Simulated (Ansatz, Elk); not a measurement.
# How far do independent atoms describe AlVPt5?

The structure of AlVPt5 used here is made up (a known structure type with other elements) and was relaxed beforehand with PBE. The aim is the Fourier transform of its all-electron density, F(hkl), set beside the sum over free spherical atoms that refinements use.

Method: DFT, PBE, all-electron APW+lo, Dirac cores, scalar-relativistic bands, static density, no spin, in Elk 11.2.3 (patched build).

The structure was built from a prototype and need not be the compound's stable phase.

## (1) The structure

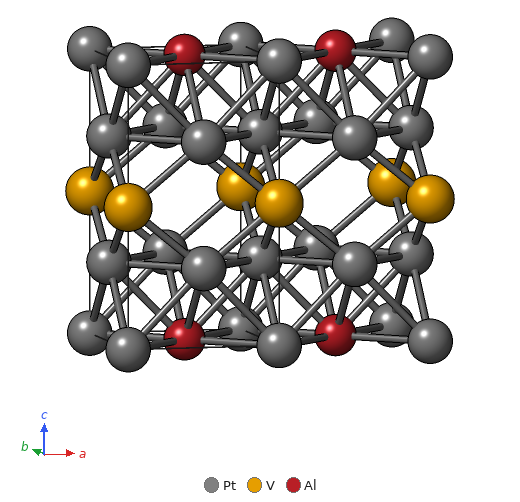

The starting structure, seen slightly off an axis (platinum grey, vanadium orange, aluminium red). 2×1×1 cells are drawn. Some periodic images of atoms are drawn too.

## (2) Ground state and structure factors

An all-electron density is needed, since X-rays see the cores too. Task 0 finds the density and task 195 Fourier-transforms it; tshift is off so that phases refer to the origin typed.

elk.in

```
tasks
  0
  195

xctype
  20

spinpol
  .false.

rgkmax
  7.0

gmaxvr
  14.0

lmaxo
  7

lmaxapw
  8

swidth
  0.002

tshift
  .false.

ramdisk
  .false.

hmaxvr
  5.5

maxscl
  120

epspot
  1e-06

sppath
  './'

avec
  7.42987840162 0.00000000000 0.00000000000
  0.00000000000 7.42987840162 0.00000000000
  0.00000000000 0.00000000000 13.63751249164

atoms
  3
  'Pt.in'
  5
  0.0000000000 0.0000000000 -0.0000000000   0.000000 0.000000 0.000000
  0.5000000000 0.0000000000 0.7223146337   0.000000 0.000000 0.000000
  0.5000000000 0.0000000000 0.2776853663   0.000000 0.000000 0.000000
  -0.0000000000 0.5000000000 0.7223146337   0.000000 0.000000 0.000000
  -0.0000000000 0.5000000000 0.2776853663   0.000000 0.000000 0.000000
  'V.in'
  1
  0.0000000000 0.0000000000 0.5000000000   0.000000 0.000000 0.000000
  'Al.in'
  1
  0.5000000000 0.5000000000 -0.0000000000   0.000000 0.000000 0.000000

ngridk
  6 6 3
```

On the command line:

```bash
$ OMP_NUM_THREADS=4 elk
```

Numbers of over 12 decimals in the logs are rounded to 6 here.

The program printed:

```text
┌─────────────────────────┐
│ Elk code version 11.2.3 │
└─────────────────────────┘

All units are atomic (Hartree, Bohr, etc.)

┌─────────────────────────────────────────────────┐
│ Ground-state run starting from atomic densities │
└─────────────────────────────────────────────────┘

Lattice vectors :
   7.429878402       0.000000000       0.000000000
   0.000000000       7.429878402       0.000000000
   0.000000000       0.000000000       13.63751249

Reciprocal lattice vectors :
  0.8456646216       0.000000000       0.000000000
   0.000000000      0.8456646216       0.000000000
   0.000000000       0.000000000      0.4607281065

Unit cell volume      :    752.8328712
Brillouin zone volume :   0.3294890844

Muffin-tin inner radius fraction :   0.1000000000E-01

Nuclei treated as point charges

Species : 1 (Pt)
 parameters loaded from : Pt.in
 name : platinum
 nuclear charge    :   -78.00000000
 electronic charge :    78.00000000
 atomic mass :    355605.4401
 muffin-tin radius :    2.555037746
 number of radial points in muffin-tin :   1393
 inner part over the whole radius :   0.9971851460E-02
 number on inner part of muffin-tin    :    998
 approximate nuclear radius :   0.1029052813E-03
 number of mesh points to nuclear radius :    526
 atomic positions (lattice), magnetic fields (Cartesian) :
  1 :   0.00000000  0.00000000  0.00000000    0.00000000  0.00000000  0.00000000
  2 :   0.50000000  0.00000000 -0.27768537    0.00000000  0.00000000  0.00000000
  3 :   0.50000000  0.00000000  0.27768537    0.00000000  0.00000000  0.00000000
  4 :   0.00000000  0.50000000 -0.27768537    0.00000000  0.00000000  0.00000000
  5 :   0.00000000  0.50000000  0.27768537    0.00000000  0.00000000  0.00000000

Species : 2 (V)
 parameters loaded from : V.in
 name : vanadium
 nuclear charge    :   -23.00000000
 electronic charge :    23.00000000
 atomic mass :    92860.67382
 muffin-tin radius :    2.190032353
 number of radial points in muffin-tin :    993
 inner part over the whole radius :   0.9879930418E-02
 number on inner part of muffin-tin    :    697
 approximate nuclear radius :   0.6897515165E-04
 number of mesh points to nuclear radius :    328
 atomic positions (lattice), magnetic fields (Cartesian) :
  1 :   0.00000000  0.00000000  0.50000000    0.00000000  0.00000000  0.00000000

Species : 3 (Al)
 parameters loaded from : Al.in
 name : aluminium
 nuclear charge    :   -13.00000000
 electronic charge :    13.00000000
 atomic mass :    49184.33496
 muffin-tin radius :    2.200000000
 number of radial points in muffin-tin :    793
 inner part over the whole radius :   0.9821194981E-02
 number on inner part of muffin-tin    :    552
 approximate nuclear radius :   0.5839653600E-04
 number of mesh points to nuclear radius :    244
 atomic positions (lattice), magnetic fields (Cartesian) :
  1 :   0.50000000  0.50000000  0.00000000    0.00000000  0.00000000  0.00000000

Total number of atoms per unit cell :    7
Total muffin-tin volume :    437.9427912
 ratio of muffin-tin to unit cell volume :   0.5817264467

Spin treatment :
 spin-unpolarised

Number of Bravais lattice symmetries :   16
Number of crystal symmetries         :   16
Crystal has inversion symmetry
Real symmetric eigensolver will be used

k-point grid :      6     6     3
k-point offset :    0.000000000       0.000000000       0.000000000
k-point set is reduced with full crystal symmetry group
Total number of k-points :       20

Muffin-tin radius times maximum |G+k| :    7.000000000
 using average radius
Maximum |G+k| for APW functions       :    2.854609315
Maximum (1/2)|G+k|²                   :    4.074397172
Maximum |G| for potential and density :    14.00000000
Constant for pseudocharge density :    9
 order of it for each species :   16  16  16
 order of it for pair densities of each species (exact exchange by exxq0 0: 17) :   11   7   7
Radial integration step length :    1

G-vector grid sizes :     35    35    63
Number of G-vectors :    34881

[...]
correlation                 :     -25.545520307166
 electron entropic           :    -0.24367393406620E-02
 total energy                :     -93426.884712150

Density of states at Fermi energy :    190.3173018
 (states/Hartree/unit cell)

Estimated indirect band gap :   0.5163644907E-03
 from k-point 20 to k-point 15
Estimated direct band gap   :   0.9037596091E-03
 at k-point 15

Charges :
 core                        :    254.0000000
 valence                     :    172.0000000
 interstitial                :    11.34632948
 muffin-tins (core leakage)
  species : 1 (Pt)
[...]
species : 2 (V)
[...]
species : 3 (Al)
[...]
total in muffin-tins        :    414.6536705
 total calculated charge     :    425.9942554
 total charge                :    426.0000000
 error                       :   0.5744570344E-02

RMS change in Kohn-Sham potential (target) :   0.4623108398     (  0.1000000000E-05)
Absolute change in total energy (target)   :   0.7810375515     (  0.1000000000E-03)

[... loops 3 to 19 left out ...]

┌──────────────────┐
│ Loop number : 20 │
└──────────────────┘

Energies :
 Fermi                       :     0.350261
 sum of occupied eigenvalues :     -57347.575521816
 electron kinetic            :      106751.88979849
 core electron kinetic       :      102487.60589587
 Coulomb                     :     -198327.04508534
 Coulomb potential           :     -161678.42710230
 nuclear-nuclear             :     -8616.4705961762
 electron-nuclear            :     -217948.76973361
 Hartree                     :      28238.195244450
 Madelung                    :     -117487.83153419
 xc potential                :     -2421.0382180075
 exchange                    :     -1825.0916122914
 correlation                 :     -25.548885247996
 electron entropic           :    -0.17269673148240E-02
 total energy                :     -93425.797511356

Density of states at Fermi energy :    137.0031014
 (states/Hartree/unit cell)

Estimated indirect band gap :   0.3209682135E-02
 from k-point 9 to k-point 4
Estimated direct band gap   :   0.1353428988E-01
 at k-point 3

Charges :
 core                        :    254.0000000
 valence                     :    172.0000000
 interstitial                :    10.00680683
 muffin-tins (core leakage)
  species : 1 (Pt)
[...]
species : 2 (V)
[...]
species : 3 (Al)
[...]
total in muffin-tins        :    415.9931932
 total calculated charge     :    425.9944499
 total charge                :    426.0000000
 error                       :   0.5550068814E-02

RMS change in Kohn-Sham potential (target) :   0.9276628694E-06 (  0.1000000000E-05)
Absolute change in total energy (target)   :   0.7702734729E-04 (  0.1000000000E-03)

Convergence targets achieved

┌──────────────────┐
│ Loop number : 21 │
└──────────────────┘

Energies :
 Fermi                       :     0.350261
 sum of occupied eigenvalues :     -57347.575540407
 electron kinetic            :      106751.88976081
 core electron kinetic       :      102487.60587847
 Coulomb                     :     -198327.04508243
 Coulomb potential           :     -161678.42718837
 nuclear-nuclear             :     -8616.4705961762
 electron-nuclear            :     -217948.76964050
 Hartree                     :      28238.195154240
 Madelung                    :     -117487.83148825
 xc potential                :     -2421.0381128557
 exchange                    :     -1825.0916127387
 correlation                 :     -25.548885216547
 electron entropic           :    -0.17269695526791E-02
 total energy                :     -93425.797546542

Density of states at Fermi energy :    137.0032878
 (states/Hartree/unit cell)

Estimated indirect band gap :   0.3209682719E-02
 from k-point 9 to k-point 4
Estimated direct band gap   :   0.1353427679E-01
 at k-point 3

Charges :
 core                        :    254.0000000
 valence                     :    172.0000000
 interstitial                :    10.00680640
 muffin-tins (core leakage)
  species : 1 (Pt)
[...]
atom 5                    :    76.74813533     (  0.5663772993E-03)
  species : 2 (V)
   atom 1                    :    21.11039471     ( -0.2157706067E-06)
  species : 3 (Al)
   atom 1                    :    11.11724399     (  0.4572969553E-03)
 total in muffin-tins        :    415.9931936
 total calculated charge     :    425.9944499
 total charge                :    426.0000000
 error                       :   0.5550069388E-02

┌──────────────────────────────┐
│ Self-consistent loop stopped │
└──────────────────────────────┘

Warning : core states of species 1 leak from the muffin-tin :   0.5743722110E-03

Warning : core states of species 3 leak from the muffin-tin :   0.4572969553E-03

Wrote STATE.OUT
```

The job ended after 48 s (4 threads of AMD EPYC 9B45 (Zen 5), shared host; peak memory 0.38 GiB; 2.7 min of CPU time).

SFACRHO.OUT:

```text

h k l indices transformed by vhmat matrix:
   1.000000000       0.000000000       0.000000000    
   0.000000000       1.000000000       0.000000000    
   0.000000000       0.000000000       1.000000000    

      h      k      l  multipl.   |H|            Re(F)            Im(F)           |F|

      0      0      0      1   0.0000000       426.00000     -0.65394172E-16   426.00000    
      0      0      1      2  0.46072811       13.669219     -0.18572540E-13   13.669219    
      0      1      0      4  0.84566462       81.048974      0.18382634E-13   81.048974    
      0      0      2      2  0.92145621      -166.78949     -0.24448856E-12   166.78949    
      0      1     -1      8  0.96302598       41.587160     -0.94133898E-15   41.587160    
     -1     -1      0      4   1.1959504      -176.15900     -0.30618839E-13   176.15900    
      0     -1     -2      8   1.2506919       75.080609      0.44814007E-13   75.080609    
      1      1     -1      8   1.2816270       104.94089     -0.25143532E-13   104.94089    
      0      0      3      2   1.3821843       188.37864      0.19403471E-12   188.37864    
     -1      1      2      8   1.5097612       328.77717      0.19868937E-12   328.77717    
      0      1      3      8   1.6203648       38.885852      0.17036601E-13   38.885852    
      0     -2      0      4   1.6913292       332.45021      0.32443220E-13   332.45021    
      0      2      1      8   1.7529589       12.089209     -0.10614045E-13   12.089209    
     -1      1     -3      8   1.8277666      -66.317210      0.10838682E-12   66.317210    
      0      0     -4      2   1.8429124       266.90182     -0.32742384E-12   266.90182    
     -1     -2      0      8   1.8909636       65.861961      0.11713800E-13   65.861961    
      0      2      2      8   1.9260520      -141.25244     -0.20396139E-12   141.25244    
     -1      2     -1     16   1.9462820       37.089411     -0.74338982E-15   37.089411
```

Elk indexes on the primitive cell of elk.in and gives |H| = 4π sin θ/λ in inverse bohr. Below, one row stands for each form hkl of the conventional cell (m members, Friedel mates merged), F is for one primitive cell and the density is static (no thermal factor). Free-atom factors are Waasmaier and Kirfel's, and R is Σm||F|−|F'||/Σm|F|.

```csv
hkl,m,sin θ/λ (Å⁻¹),"abs F, DFT",neutral atoms,diff.
001,2,0.069,13.669,13.799,-0.130
100,4,0.127,81.049,81.043,+0.006
002,2,0.139,166.790,167.311,-0.521
101,8,0.145,41.587,41.746,-0.159
110,4,0.180,176.159,176.603,-0.444
102,8,0.188,75.081,75.284,-0.204
111,8,0.193,104.941,105.199,-0.258
003,2,0.208,188.379,188.827,-0.448
112,8,0.227,328.777,330.155,-1.378
103,8,0.244,38.886,38.621,+0.265
200,4,0.254,332.450,333.730,-1.280
201,8,0.264,12.089,12.095,-0.006
113,8,0.275,66.317,66.656,-0.338
004,2,0.277,266.902,268.149,-1.247
210,8,0.284,65.862,66.156,-0.294
202,8,0.290,141.252,141.550,-0.298
211,16,0.293,37.089,36.956,+0.133
104,8,0.305,64.036,64.325,-0.289
212,16,0.316,63.071,63.334,-0.263
203,8,0.329,163.381,163.744,-0.363
114,8,0.330,95.980,96.151,-0.171
005,2,0.346,118.894,119.321,-0.427
```

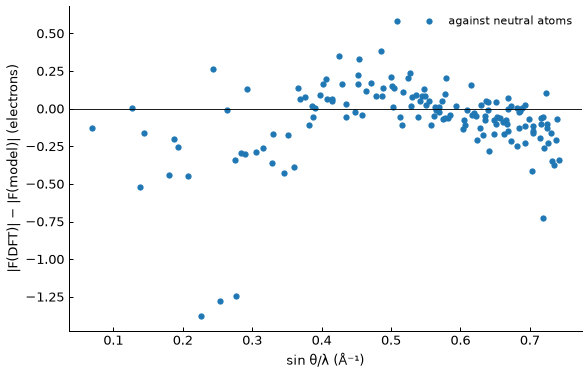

Difference between the calculated structure factors and the independent-atom ones.

## (3) The highest occupied states alone

An energy window below the Fermi level keeps the highest occupied states, to see at which angles they scatter; shallow core shells can lie inside it and anion s states outside. No new self-consistency is needed.

Edit elk.in of step 2 so:

```diff
@@ -1,3 +1,2 @@
 tasks
-  0
   195
@@ -40,2 +39,5 @@
 
+wsfac
+  -0.200980 0.650260
+
 sppath
```

On the command line:

```bash
$ OMP_NUM_THREADS=4 elk
```

The program printed:

```text
┌─────────────────────────────────┐
│ Elk code version 11.2.3 started │
└─────────────────────────────────┘

Info(readinput): the functional depends on the density's gradient
 muffin-tin radial points multiplied by    2.00000
 (not where nrmtscf is given)

┌────────────────────┐
│ Current task : 195 │
└────────────────────┘
Info(checkmt): changed muffin-tin radius of species 1 (Pt) from   2.8000 to   2.5550
Info(checkmt): changed muffin-tin radius of species 2 (V) from   2.4000 to   2.1900

Info(sfacrho): density structure factors written to SFACRHO.OUT

 Energy window :  -0.2009800000      0.6502600000

┌──────────────────┐
│ Elk code stopped │
└──────────────────┘
```

Wall time 8.2 s (4 threads); peak memory 0.2 GiB; 11 s of CPU time.

States within 15 eV below the Fermi level hold 58.00 electrons; any levels below the window count with the cores. Their amplitudes can exceed the total, where window and core parts have opposite phase:

```csv
hkl,sin θ/λ (Å⁻¹),"abs F, window","abs F, all"
001,0.069,0.734,13.669
100,0.127,8.019,81.049
002,0.139,12.580,166.790
101,0.145,2.480,41.587
110,0.180,10.181,176.159
102,0.188,5.201,75.081
111,0.193,4.721,104.941
003,0.208,7.986,188.379
112,0.227,12.843,328.777
103,0.244,1.321,38.886
```

(Part 1 of 2 ends here.)

[Logs are printed without paths, hosts, clocks, repeated set-up lines and the standing remarks that a program may print on its own settings, such as how far it seeks lower states.]

[Hosts, paths, dates, database ids (printed as entryN), source tags and the programs' standing remarks are cut or masked in the printed files.]
